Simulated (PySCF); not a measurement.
## Electronic structure of C₈H₂₄N₄Si in real space

```yaml
atoms:
  - { symbol: Si, position_ang: [-0.0030, 0.0003, 0.0014] }
  - { symbol: N, position_ang: [-0.0650, 0.0222, 1.7375] }
  - { symbol: C, position_ang: [0.1951, 1.2069, 2.5106] }
  - { symbol: C, position_ang: [-0.2235, -1.1687, 2.5268] }
  - { symbol: H, position_ang: [-0.6302, 1.4225, 3.2185] }
  - { symbol: H, position_ang: [0.3023, 2.0789, 1.8490] }
  - { symbol: H, position_ang: [1.1220, 1.1245, 3.1152] }
  - { symbol: H, position_ang: [-0.5058, -2.0183, 1.8902] }
  - { symbol: H, position_ang: [0.7007, -1.4466, 3.0740] }
  - { symbol: H, position_ang: [-1.0216, -1.0452, 3.2852] }
  - { symbol: N, position_ang: [1.6297, -0.0718, -0.5873] }
  - { symbol: C, position_ang: [2.7554, 0.3857, 0.1811] }
  - { symbol: C, position_ang: [1.9546, -0.4360, -1.9404] }
  - { symbol: H, position_ang: [3.5695, -0.3657, 0.1861] }
  - { symbol: H, position_ang: [2.4643, 0.5595, 1.2260] }
  - { symbol: H, position_ang: [3.1888, 1.3281, -0.2125] }
  - { symbol: H, position_ang: [1.0543, -0.7802, -2.4700] }
  - { symbol: H, position_ang: [2.3841, 0.4094, -2.5167] }
  - { symbol: H, position_ang: [2.6989, -1.2567, -1.9745] }
  - { symbol: N, position_ang: [-0.8031, 1.4621, -0.4895] }
  - { symbol: C, position_ang: [-2.0137, 1.9320, 0.1291] }
  - { symbol: C, position_ang: [-0.4025, 2.2189, -1.6442] }
  - { symbol: H, position_ang: [-1.9162, 2.9813, 0.4727] }
  - { symbol: H, position_ang: [-2.2580, 1.3143, 1.0056] }
  - { symbol: H, position_ang: [-2.8828, 1.9004, -0.5601] }
  - { symbol: H, position_ang: [0.5682, 1.8657, -2.0181] }
  - { symbol: H, position_ang: [-1.1323, 2.1494, -2.4768] }
  - { symbol: H, position_ang: [-0.2914, 3.2942, -1.4017] }
  - { symbol: N, position_ang: [-0.7754, -1.4097, -0.6567] }
  - { symbol: C, position_ang: [-0.1447, -2.7025, -0.6843] }
  - { symbol: C, position_ang: [-2.1504, -1.4196, -1.0757] }
  - { symbol: H, position_ang: [-0.6467, -3.4350, -0.0188] }
  - { symbol: H, position_ang: [0.9045, -2.6221, -0.3643] }
  - { symbol: H, position_ang: [-0.1528, -3.1389, -1.7032] }
  - { symbol: H, position_ang: [-2.5449, -0.3954, -1.1259] }
  - { symbol: H, position_ang: [-2.2595, -1.8653, -2.0841] }
  - { symbol: H, position_ang: [-2.8035, -2.0021, -0.3936] }
```

Geometry: PBE0-D3(BJ)/def2-SVP.

Computed with PySCF 2.14.0, PBE0/pcSseg-1, SCF density, gas phase, non-relativistic.

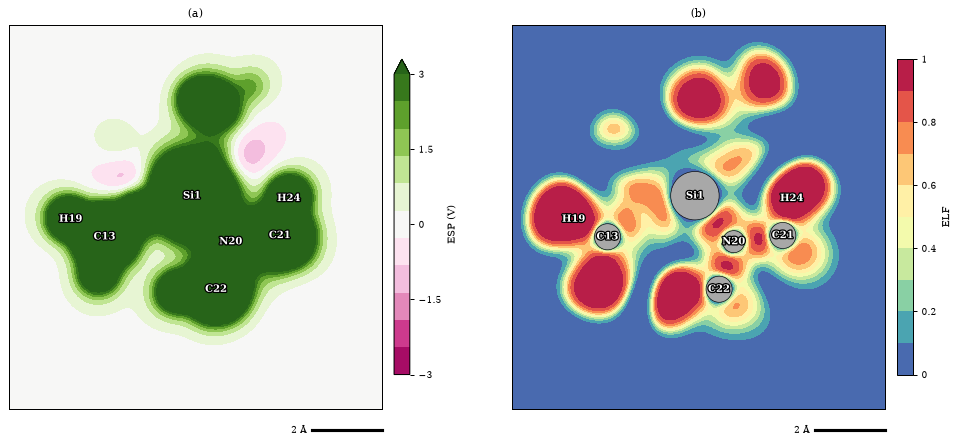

Figure 1. (a) electrostatic potential; (b) ELF on the plane of atoms Si1, N20 and C22. Grey discs cover the atomic cores in the ELF map.

Question: Read the bonding off the picture.

Answer:
- The section cuts through Si, C, H and N sites.
- C–N (1.44 Å): the ELF peaks at about 0.90 between the atoms (localised, covalent bonding).
- Si–N (1.74 Å): the ELF peaks at about 0.90 between the atoms, as expected for a polar covalent bond.
- C–H (1.11 Å): the ELF climbs to about 1 towards the hydrogen, as it does in any bond to H: an ordinary covalent bond to hydrogen.
- Outside the dense part of the molecule the potential is most negative (−1.1 V) near N2 and N20, which lies off the plane.

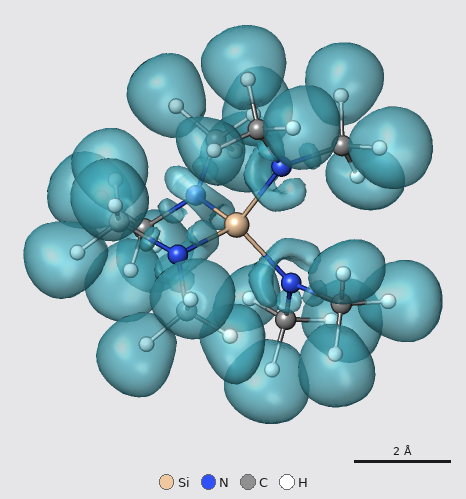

Figure 2. Isosurface of the ELF at 0.85 (cyan), seen across its widest extent. Core shells and regions of very low density are left out.

Question: Identify the bonds, lone pairs and shells in this picture.

Answer: At this value the surface marks out eight regions between bonded C–N atoms (shared pairs), four regions between bonded N–Si atoms (shared pairs) and 24 regions around hydrogen nuclei.

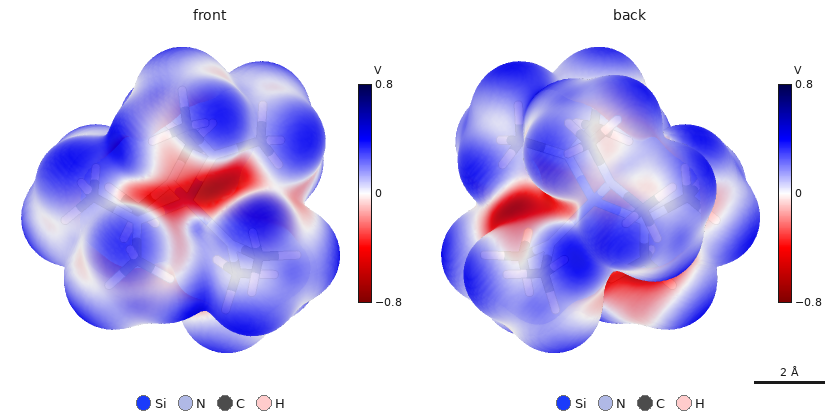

Figure 3. The electrostatic potential painted on the density surface at 0.002 e/bohr³, seen from the front and from behind; the colour scale runs from red (negative) to blue (positive).

Question: Which sites attract a positive test charge, and which a negative one?

Answer: A positive charge is drawn to the negative regions and a negative charge to the positive ones. The most negative region (about −0.6 V, or −14 kcal/mol for a unit charge) lies over the C and N atoms, the most positive (about +0.4 V, or +9 kcal/mol for a unit charge) over the H atoms.

Question: What dipole moment does the calculation give?

Answer: Its dipole moment is zero.
